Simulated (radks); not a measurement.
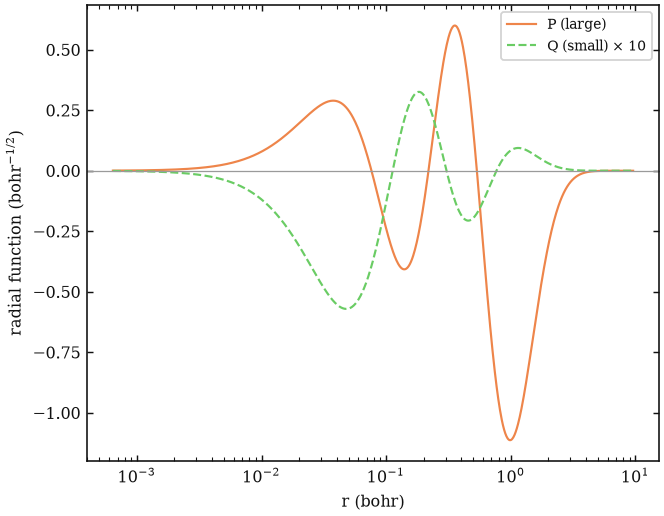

The large and small radial components of the 5p3/2 spinor. The spinor has κ = −2: the large component has l = 1 and 3 radial nodes (r = 0.0764, 0.219 and 0.536 bohr), the small one has l = 2. The small component carries 0.041 % of the norm; ⟨r⟩ = 1.12 bohr and the eigenvalue is −54.4 eV.

# Atomic calculation, with input and output: Pt

- system: the neutral platinum atom in the configuration [Xe] 4f13 5d10 6s1 (4f5/2: 6, 4f7/2: 7).
- method: Dirac Kohn-Sham, PBEsol, spin-unpolarised, spherical densities, point nucleus (the in-house radial solver radks)

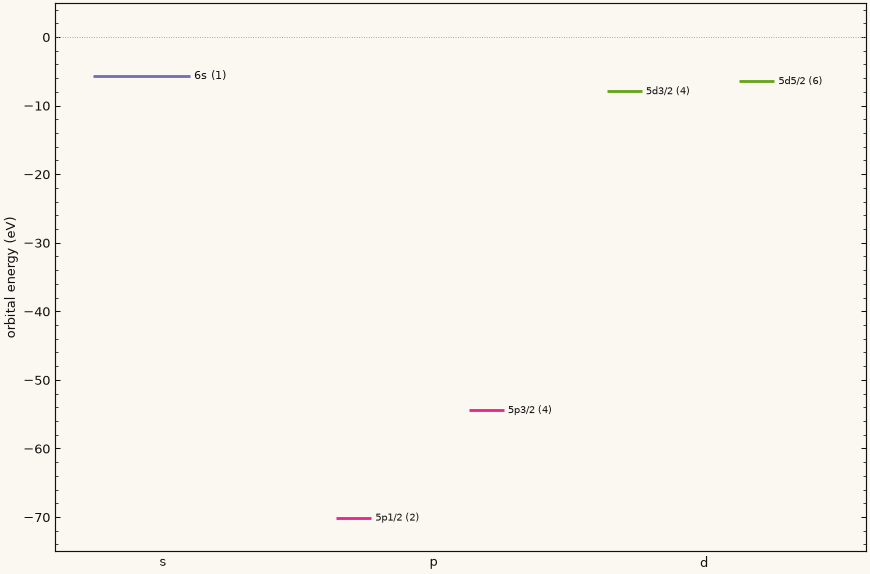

The outer levels are drawn by angular momentum (occupations in brackets, the lower j at the left of each column). The highest occupied level is 6s at −5.66 eV. From the top down the occupied levels run 6s (−5.66 eV), 5d5/2 (−6.45 eV), 5d3/2 (−7.93 eV), 5p3/2 (−54.4 eV), 5p1/2 (−70.1 eV). Spin-orbit splittings: 5d 1.48 eV, 5p 15.7 eV. The open 4f shell lies under a filled one.

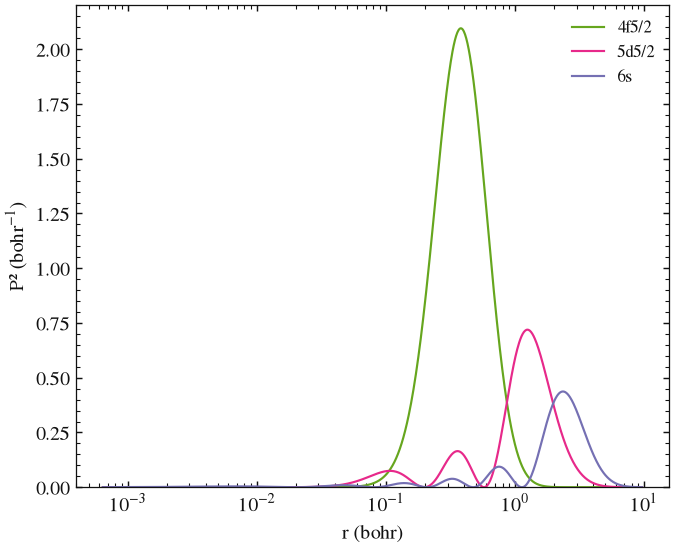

The radial probability densities P² (large components) of 5d5/2, 6s and 4f5/2. 4f5/2: outer maximum at 0.380 bohr, ⟨r⟩ = 0.503 bohr, 0 nodes, eigenvalue −82.6 eV; 5d5/2: outer maximum at 1.25 bohr, ⟨r⟩ = 1.66 bohr, 2 nodes, eigenvalue −6.45 eV; 6s: outer maximum at 2.35 bohr, ⟨r⟩ = 2.89 bohr, 5 nodes, eigenvalue −5.66 eV.

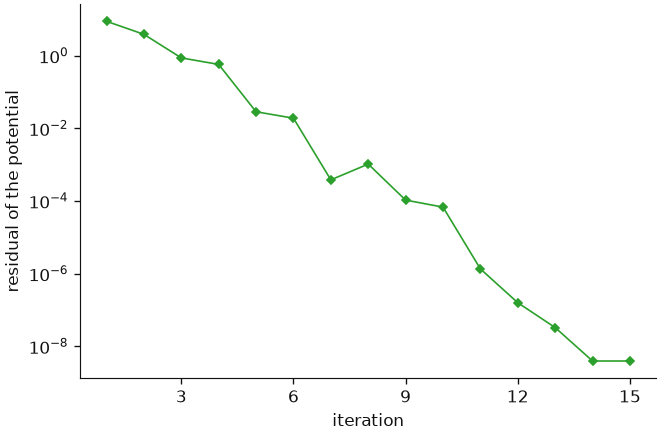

Convergence: residual of the potential against the iteration. The residual comes down, with one marked jump up, by a factor of about 3, at step 8. It goes from 8.8 to 3.9×10⁻⁹ in 15 steps.

These pictures come from the run below.

### The input
```
Z 78
configuration [Xe] 4f13 5d10 6s1
relativity Dirac
functional pbe_sol,pbe_sol
spin unpolarised
j_filling energy
nucleus point
c 137.035999084
```

Energies in input and log are in hartree, lengths in bohr.

The run was one of a batch that the task file lists, launched with:
```bash
python <driver script> task.json out
```

### Output
```
1s1/2   1   2.0000       -2877.40128226
2s1/2   1   2.0000        -505.47737520
2p1/2   1   2.0000        -484.45394531
2p3/2   1   4.0000        -420.94814558
3s1/2   1   2.0000        -119.13213077
3p1/2   1   2.0000        -109.70621524
3p3/2   1   4.0000         -95.74919746
3d3/2   1   4.0000         -80.06476036
3d5/2   1   6.0000         -77.05725127
4s1/2   1   2.0000         -25.92519798
4p1/2   1   2.0000         -21.92765281
4p3/2   1   4.0000         -18.57721049
4d3/2   1   4.0000         -12.03171505
4d5/2   1   6.0000         -11.40562355
4f5/2   1   6.0000          -3.03677347
4f7/2   1   7.0000          -2.90560429
5s1/2   1   2.0000          -3.87404054
5p1/2   1   2.0000          -2.57632406
5p3/2   1   4.0000          -2.00001014
5d3/2   1   4.0000          -0.29138015
5d5/2   1   6.0000          -0.23711415
6s1/2   1   1.0000          -0.20813285
Etot -18439.117964962792
Ekin 21104.47208173596
Encl -46352.27630184595
Eh 7159.9884398283275
Exc -351.3021846811276
err 3.896655892417358e-09
it 15
```

### Slater integrals of the outer shells (hartree)

| integral | value |
| --- | --- |
| F0(6s1/2,6s1/2) | 0.3138 |
| F0(6s1/2,5d5/2) | 0.3752 |
| G2(6s1/2,5d5/2) | 0.0942 |
| F0(6s1/2,5d3/2) | 0.3789 |
| G2(6s1/2,5d3/2) | 0.0857 |
| F0(6s1/2,5p3/2) | 0.3974 |
| G1(6s1/2,5p3/2) | 0.0274 |
| F0(5d5/2,5d5/2) | 0.5496 |
| F2(5d5/2,5d5/2) | 0.2762 |
| F4(5d5/2,5d5/2) | 0.1802 |
| F0(5d5/2,5d3/2) | 0.5629 |
| F2(5d5/2,5d3/2) | 0.2834 |
| F4(5d5/2,5d3/2) | 0.1851 |
| G0(5d5/2,5d3/2) | 0.5609 |

### Results in brief

- outcome: converged
- total energy: −18439.1180 hartree
- kinetic energy: 21104.4721 hartree
- electron–nucleus energy: −46352.2763 hartree
- Hartree energy: 7159.9884 hartree
- exchange–correlation energy: −351.302185 hartree
- radius at density 0.001 e/bohr³: 4.29 bohr
- SCF iterations: 15
- hardware: 1 CPU thread, shared host
